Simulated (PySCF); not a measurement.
**Mo: atomic calculation**

System: Mo, configuration 1s2 2s2 2p6 3s2 3p6 3d10 4s2 4p6 4d5 5s1, multiplicity 7.
Method: unrestricted HF, cc-pVDZ-PP with ECP28, scalar-relativistic core potential (PySCF).

### The program's output (extracts)
```
damping factor = 0
level_shift factor = 0
DIIS = <class 'pyscf.scf.diis.CDIIS'>
diis_start_cycle = 1
diis_space = 10
diis_damp = 0
SCF conv_tol = 1e-09
SCF conv_tol_grad = None
number electrons alpha = 10  beta = 4
cycle= 1 E= -67.3441654680005  delta_E= -1.23e-11  |g|= 8.71e-07  |ddm|= 2.18e-05
converged SCF energy = -67.3441654680005  <S^2> = 12.002619  2S+1 = 7.0007482
```

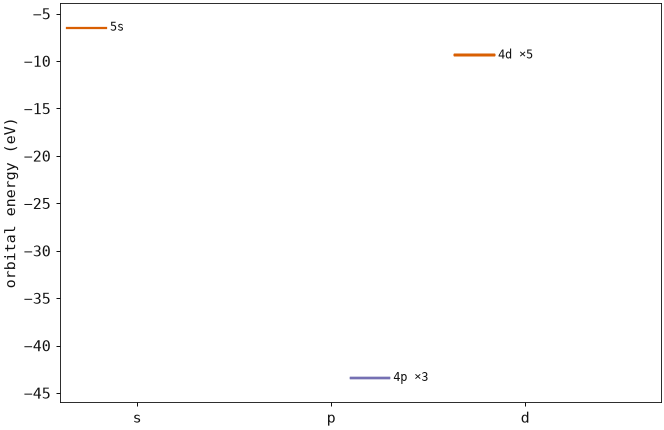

Fig. 1: Orbital energies of the mean field, from the top down to −43.4 eV, by angular momentum, α spin at the left of each column and β at the right; ×n counts the orbitals under one label. The highest filled orbital is 5s α at −6.48 eV, the lowest empty one p α at 0.871 eV.

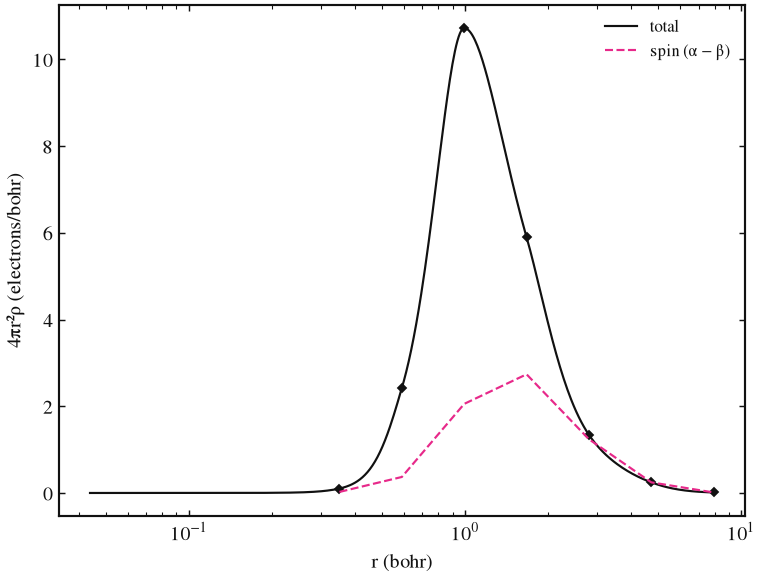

Fig. 2: Spherically averaged radial density 4πr²ρ of the mean field (valence electrons alone, under a core potential) and its spin part; markers are the stored points, which are sparse, and the line is a monotone interpolation between them. The largest stored value is 10.7 electrons/bohr at r = 0.99 bohr. Root-mean-square radii of the shells: 4s 1.20, 4p 1.34, 4d 2.12, 5s 3.95 bohr.

### Input
```python
from pyscf import gto, scf, dft, mp, cc
import basis_set_exchange as bse
txt = bse.get_basis("cc-pVDZ-PP", elements=["Mo"], fmt="nwchem", header=False)
cut = txt.index("\nECP")
mol = gto.M(atom="Mo 0 0 0", charge=0, spin=6, symmetry="D2h",
            basis=gto.basis.parse(txt[:cut]),
            ecp={"Mo": gto.basis.parse_ecp(txt[cut:])})
mf = scf.UHF(mol)
mf.irrep_nelec = {'Ag': (4, 1), 'B1g': (1, 0), 'B2g': (1, 0), 'B3g': (1, 0), 'B1u': (1, 1), 'B2u': (1, 1), 'B3u': (1, 1)}
mf.kernel()
```

The script is an equivalent of what the driver set up; the driver started from orbitals of its own, so the log can be shorter than this script's would be, and it computed the properties (radii, ⟨L²⟩, response) afterwards. It held the occupations shell by shell, which the script's counts by irreducible representation don't always enforce.

The run was one of a batch that the task file lists, launched with:
```bash
OMP_NUM_THREADS=1 python <driver script> TASK.json OUT
```

### Summary

```
                                                quantity                                                                 value
                                                 outcome                                                             converged
total energy (valence electrons, under a core potential)                                                    −67.344165 hartree
                                                    ⟨S²⟩                                                                12.003
                                          SCF iterations                                                                     1
                                                hardware  1 thread of Arm Neoverse V1, 23 GiB of memory available, shared host
```
